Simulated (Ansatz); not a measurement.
The structure below was relaxed with PBEsol-D3(BJ)/PAW in Ansatz (a quantum-chemistry and plane-wave program), no SOC, at pressure 1.5 GPa.

```yaml
crystal:
  lattice:
    - [3.10319, 0.00000, 0.00000]
    - [-1.55159, 2.68744, 0.00000]
    - [0.00000, 0.00000, 11.63129]
  atoms:
    - { symbol: W, position: [0.33333, 0.66667, 0.25000] }
    - { symbol: W, position: [0.66667, 0.33333, 0.75000] }
    - { symbol: S, position: [0.33333, 0.66667, 0.61470] }
    - { symbol: S, position: [0.66667, 0.33333, 0.11470] }
    - { symbol: S, position: [0.66667, 0.33333, 0.38530] }
    - { symbol: S, position: [0.33333, 0.66667, 0.88530] }
```

Find the space group and the Wyckoff positions.

Space group P6₃/mmc (No. 194); a = b = 3.1032 Å, c = 11.6313 Å, α = β = 90.00°, γ = 120.00°

```
atom  site  symmetry       x       y       z
----  ----  --------  ------  ------  ------
W       2c      -6m2  0.3333  0.6667  0.2500
S       4f       3m.  0.6667  0.3333  0.1147
```

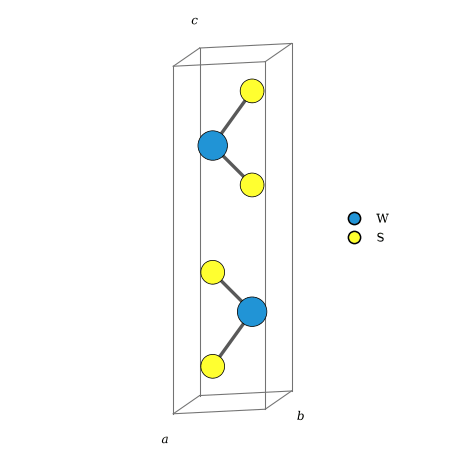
Fig. 1. The conventional cell

Load acts through the strain it causes; cell and atoms are relaxed under it. Whether these cells are dynamically stable was not tested. The cell was made from WS₂ in the 2H-MoS2 type structure (space group P6_3/mmc, No. 194; layered, stacked along the Cartesian z axis) by this change: pressure 1.5 GPa.
